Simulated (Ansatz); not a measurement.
# Ta2CF2 monolayer: following an unstable mode, part 3 of 3

Aim: this structure of Ta2CF2 monolayer is to be tested for unstable modes, and one is followed downhill.

Ansatz 0.2.0; DFT PBE, scalar-relativistic, plane waves, PAW; PAW set soft_1.

So far. Step 4 (The mode frozen in, largest atomic shift 0.14 Å): The energy, extrapolated to zero smearing, is -0.80 meV/atom against the undistorted cell. Step 5 (Energy along the mode, all amplitudes (two of the runs …): The lowest of the steps tried is at 0.14 Å, 0.8 meV/atom below the parent; the bottom of the well need not coincide with a step.

## (6) Relaxation from the frozen mode (continued)

The steps of the relaxation:

| step | energy less that of the first step (eV) | largest force component (eV/Å) | volume (Å³) |
| --- | --- | --- | --- |
| 1 | 0.0000 | 0.4490 | 590.97 |
| 2 | -0.0002 | 0.6153 | 579.07 |
| 3 | -0.0250 | 0.0629 | 584.43 |
| 4 | -0.0285 | 0.1174 | 581.95 |
| 5 | -0.0286 | 0.2452 | 580.05 |
| 6 | -0.0360 | 0.0650 | 579.28 |
| 7 | -0.0373 | 0.0435 | 576.28 |
| 8 | -0.0384 | 0.0050 | 577.50 |
| 9 | -0.0383 | 0.0025 | 577.72 |
| 10 | -0.0383 | 0.0105 | 577.65 |
| 11 | -0.0383 | 0.0072 | 577.62 |
| 12 | -0.0383 | 0.0008 | 577.63 |
| 13* | -0.0340 | 0.0008 | 577.63 |
| 14 | -0.0342 | 0.0104 | 577.19 |
| 15 | -0.0342 | 0.0052 | 577.10 |
| 16 | -0.0342 | 0.0009 | 577.20 |
| 17* | -0.0340 | 0.0009 | 577.20 |

Relaxation steps marked * repeat the geometry before them on a plane-wave basis chosen anew for their cell, so energy and pressure can jump there. Relaxation steps 2, 5, 10 were tried and not accepted.

Forces are held to the 4 operations that the run works with; a distortion that breaks them can't arise in this run.

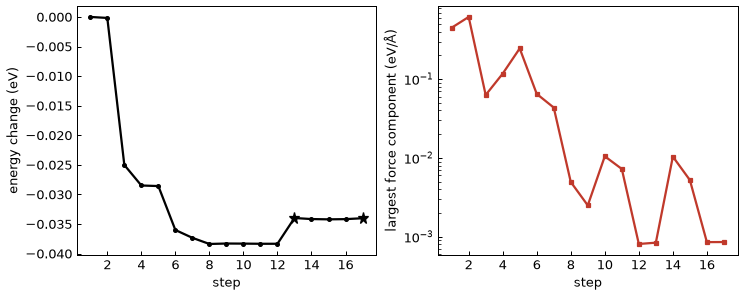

Energy and largest force along the relaxation. Stars mark steps on a basis chosen anew.

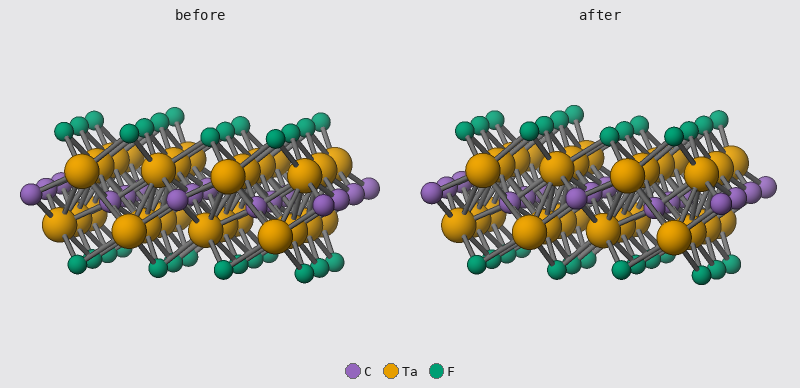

The structure before and after the relaxation, drawn at the same scale.

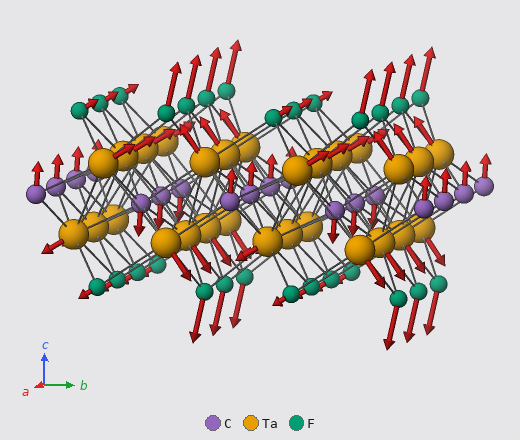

Displacements in the relaxation, exaggerated, measured against the changing cell; the longest in the cell stands for 0.08 Å. 3×2×1 cells are drawn. Some periodic images of atoms are drawn too.

| cell as run | before | after | change |
| --- | --- | --- | --- |
| a (Å) | 3.206 | 3.165 | -1.3 % |
| b (Å) | 5.553 | 5.493 | -1.1 % |

The atoms that moved most (Å, along periodic axes as changes of fractional coordinates times the final cell, across vacuum about the mean position):

| atom | dx | dy | dz | length |
| --- | --- | --- | --- | --- |
| F10 | 0.000 | -0.016 | -0.079 | 0.081 |
| F8 | 0.000 | 0.016 | 0.079 | 0.081 |
| Ta6 | 0.000 | 0.034 | -0.048 | 0.059 |
| Ta4 | 0.000 | -0.034 | 0.048 | 0.059 |
| Ta5 | 0.000 | -0.039 | -0.025 | 0.046 |
| Ta3 | 0.000 | 0.039 | 0.025 | 0.046 |
| C1 | 0.000 | -0.002 | -0.044 | 0.044 |
| C2 | 0.000 | 0.002 | 0.044 | 0.044 |

Final coordinates:

```xyz
10
Lattice="3.1649 0.0000 0.0000 0.0000 5.4933 0.0000 0.0000 0.0000 33.2000" Properties=species:S:1:pos:R:3
C     1.5825    2.7197    9.8180
C     0.0000    0.0270   10.1820
Ta    0.0000    1.9456   11.0990
Ta    1.5825    4.4678   11.1510
Ta    1.5825    0.8011    8.9010
Ta    3.1649    3.7720    8.8490
F     1.5825    0.9434   12.4358
F     3.1649    3.6734   12.6369
F     0.0000    1.8032    7.5642
F     1.5825    4.5664    7.3631
```

This step gave:

| Item | Value |
| --- | --- |
| area per atom | 1.739 Å² |

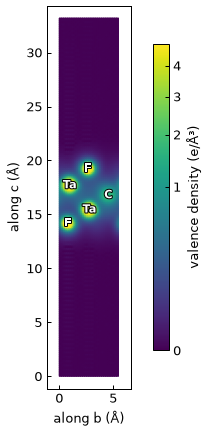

Valence density in the bc plane at fractional x = 0.000, with atoms of C and Ta and F within 0.2 Å of it. It is the smooth field of the valence electrons, not physical close to the nuclei. The map starts off the cell's origin, so that atoms lie inside it. The colour scale is stretched toward low values.

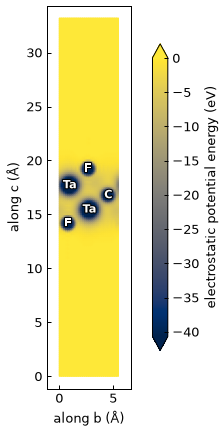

Electrostatic potential energy in the bc plane at fractional x = 0.000, with atoms of C and Ta and F within 0.2 Å of it. With pseudopotentials it is smooth inside the atoms' cores, unlike the true potential. The map starts off the cell's origin, so that atoms lie inside it.

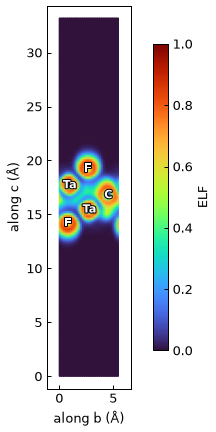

ELF in the bc plane at fractional x = 0.000, with atoms of C and Ta and F within 0.2 Å of it. It is the smooth field of the valence electrons, not physical close to the nuclei. The map starts off the cell's origin, so that atoms lie inside it.

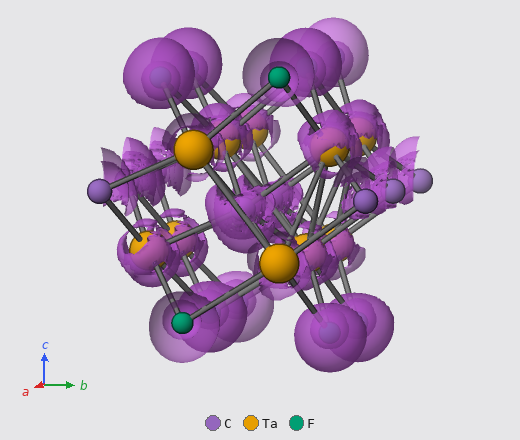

Surface of ELF = 0.76. 2×1×1 cells are drawn.

The distorted start has space group P2_1/m; the relaxation ends in P2_1/m.

## (7) The phases reached

The phases reached along the modes that were followed are set side by side.

Energies are those of the first relaxation, on the mesh of the frozen mode; space group, volume and gap are those of the last relaxation. Phases, by row:

| mode frozen in | space group | energy from parent (meV/atom) | volume (Å³/atom) | gap on mesh (eV) | lowest zone-centre optical mode (cm⁻¹) | largest shift (Å) |
| --- | --- | --- | --- | --- | --- | --- |
| parent | P-3m1 | 0 | 59.1 | 0 | – | – |
| q = (0, -0.5, 0), 63i cm⁻¹ | P2_1/m | -4.31 | 57.72 | 0 | – | 0.184 |

## (8) What came out

| Quantity | Value |
| --- | --- |
| unstable mode of the parent | q = (0, -0.5, 0), 63i cm⁻¹ |
| depth at the lowest point sampled | 0.8 meV/atom |
| largest atomic shift at that point | 0.14 Å |
| space group reached (within 0.01 Å) | P2_1/m |
| energy gained over the parent (first relaxation, on the mesh of the frozen mode) | 4.31 meV/atom |
| area per atom, phase reached | 1.74 Å² |

In words: Along this mode the structure falls into P2_1/m, 4.31 meV/atom below the parent. At the parent's cell the well is 0.8 meV/atom deep on the steps tried, with its lowest point at a shift of 0.14 Å. Relaxing atoms and cell changes the gain by +3.51 meV/atom against the lowest step (energies at zero smearing). Most of the total comes from this relaxation. The modes of the phase reached were not computed on this path. How so shallow a well moves with the k mesh was not tested. Each path keeps the symmetry of its pattern, so a lower phase may lie along a pattern not tried. With no gap, or one that is small against the smearing, the frequencies hang on the k mesh and the smearing, most of all near Kohn anomalies. In a sheet or slab the interpolated bending branch near Γ is rough, since the rotational sum rule isn't imposed. Spin-orbit coupling is left out, which can matter for the heavy elements here. A phonon run warned that its eigensolver left some bands unconverged in a pass. The starting cell was built on a prototype and not taken from a measurement.

[Logs are printed without paths, hosts, clocks, repeated set-up lines and the standing remarks that a program may print on its own settings, such as how far it seeks lower states.]

[Hosts, paths, dates, database ids (printed as entryN), source tags and the programs' standing remarks are cut or masked in the printed files.]
